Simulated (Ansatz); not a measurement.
# BHSCl (SMILES S[B]Cl): UCCSDT/STO-3G

Aim: the vertical ionisation energy of BHSCl at UCCSDT/STO-3G, from 2 runs. 

The results are computed with Ansatz 0.2.0.

75 further runs of the same task are left out: 2 that didn't finish, 73 set aside as unsound or not needed.

## (1) The molecule

BHSCl: 4 atoms, total charge 0, spin state doublet. SMILES: `S[B]Cl`. Geometry: relaxed at PBE0-D4/def2-TZVP.

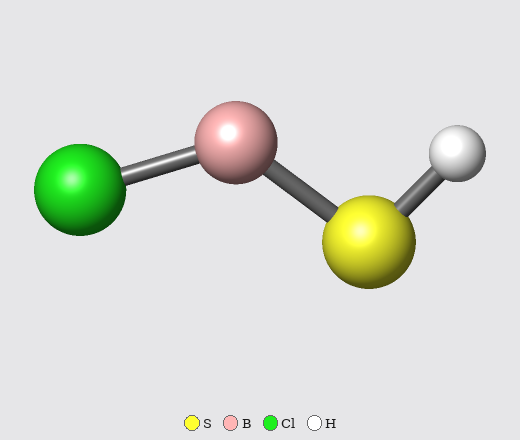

Viewed from a chosen angle; sulfur yellow, boron pink, chlorine green, hydrogen white.

## (2) The energy at UCCSDT/STO-3G

run.yaml reads:

```yaml
crystal:
  periodic: [false, false, false]
  atoms:
    - {symbol: S, position_ang: [0.566400, -0.789100, 0.531400]}
    - {symbol: B, position_ang: [-0.299600, 0.475700, -0.345800]}
    - {symbol: Cl, position_ang: [-2.014100, 0.616000, -0.427300]}
    - {symbol: H, position_ang: [1.802900, -0.362900, 0.221400]}
basis:
  gaussian:
    orbitals: STO-3G
magnetization:
  spin_polarized: true
  initial_magnetization: 1
correlation:
  method: ccsdt
  frozen_orbitals: {B: 1, Cl: 5, H: 0, S: 5}
accuracy: high
scf:
  omitted_lower_state_checks: [cluster_reference, increment]
```

Started as:

```sh
$ ansatz run run.yaml --threads 1 --pin off --max-ram 2610MiB --events-out events.jsonl --progress --plain --runs-dir runs
```

Output, shortened:

```text
Warning: RAYON_NUM_THREADS=1 ignored (pool sized by the plan → 1); use --threads N
Functional definition: HF
  name "HF"
[...]
427 factors; integrals over basis functions are off by at most 1.9e-8 eV
[...]
mean field -23747.48386699 eV, -872.7039354891 hartree, gradient 2.4e-8 eV, S^2 0.757379; 0 other end points of the search recorded, 0 dependent functions left out
11 core orbitals not correlated: weight in the atoms' cores, before any rotation towards them, 1.000 or more for the frozen orbitals, at most 0.000 for the correlated occupied ones
reference -23747.48386699 eV, -872.7039354891 hartree; 9, 8 occupied and 4, 5 virtual orbitals, 427 factors
second order -1.66392111 eV of doubles, -0.00000000 eV of singles
cycle   1  -1.93581282 eV  change   -2.7e-1 eV  update   8.2e-2
[...]
cycle  28  -2.28734830 eV  change   3.9e-10 eV  update   1.1e-9
Total energy: -23749.77121529 eV, -872.7879939888 hartree
Checks for a lower state left out: cluster_reference, increment
```

Run time: 1.2 s. Hardware: 1 thread of Arm Neoverse V1, shared host.

## (3) The singlet cation at the same level

in.yaml reads:

```yaml
basis:
  gaussian:
    orbitals: STO-3G
crystal:
  periodic: [false, false, false]
  atoms:
    - symbol: S
      position_ang: [0.566400, -0.789100, 0.531400]
    - symbol: B
      position_ang: [-0.299600, 0.475700, -0.345800]
    - symbol: Cl
      position_ang: [-2.014100, 0.616000, -0.427300]
    - symbol: H
      position_ang: [1.802900, -0.362900, 0.221400]
total_charge: 1
correlation:
  method: ccsdt
  frozen_orbitals: {B: 1, Cl: 5, H: 0, S: 5}
accuracy: high
scf:
  omitted_lower_state_checks: [cluster_reference, increment]
```

Started as:

```sh
$ ansatz run in.yaml --threads 1 --pin off --max-ram 2610MiB --events-out events.jsonl --progress --plain --runs-dir runs
```

Output, shortened:

```text
Warning: RAYON_NUM_THREADS=1 ignored (pool sized by the plan → 1); use --threads N
[... 2 set-up lines as earlier in the session ...]
[...]
427 factors; integrals over basis functions are off by at most 1.9e-8 eV
[...]
mean field -23740.85349770 eV, -872.4602739118 hartree, gradient 1.5e-8 eV, S^2 0.000000; 0 other end points of the search recorded, 0 dependent functions left out
11 core orbitals not correlated: weight in the atoms' cores, before any rotation towards them, 1.000 or more for the frozen orbitals, at most 0.000 for the correlated occupied ones
reference -23740.85349770 eV, -872.4602739118 hartree; 8, 8 occupied and 5, 5 virtual orbitals, 427 factors
second order -2.75819128 eV of doubles, -0.00000000 eV of singles
cycle   1  -2.88688009 eV  change   -1.3e-1 eV  update   1.5e-1
[...]
cycle  29  -3.53797967 eV  change   7.4e-10 eV  update   1.2e-9
Total energy: -23744.39147736 eV, -872.5902922666 hartree
Checks for a lower state left out: cluster_reference, increment
```

Run time: 0.4 s. Hardware: 1 thread of Arm Neoverse V1, shared host.

## (4) What came out

At UCCSDT/STO-3G, 11 core orbitals frozen:

| quantity | value |
| --- | --- |
| doublet BHSCl: total energy | -872.78799 Eh |
| doublet BHSCl: correlation energy (11 core orbitals frozen) | -84.1 mEh |
| doublet BHSCl: ⟨S²⟩ of the reference determinant | 0.757 |
| doublet BHSCl: T1 diagnostic | 0.017 |
| singlet cation: total energy | -872.59029 Eh |
| singlet cation: correlation energy (11 core orbitals frozen) | -130.0 mEh |
| singlet cation: T1 diagnostic | 0.029 |
| vertical ionisation energy (to the singlet cation) | 5.380 eV |

Removing an electron at fixed nuclei costs 5.38 eV (519 kJ/mol). Only the singlet of the ionised species was computed; a triplet could lie lower. In a minimal basis such a difference can be off by several eV, whatever the method. The T1 diagnostic (singlet cation) of 0.029 is above the customary mark for such species, so a single reference may not serve.
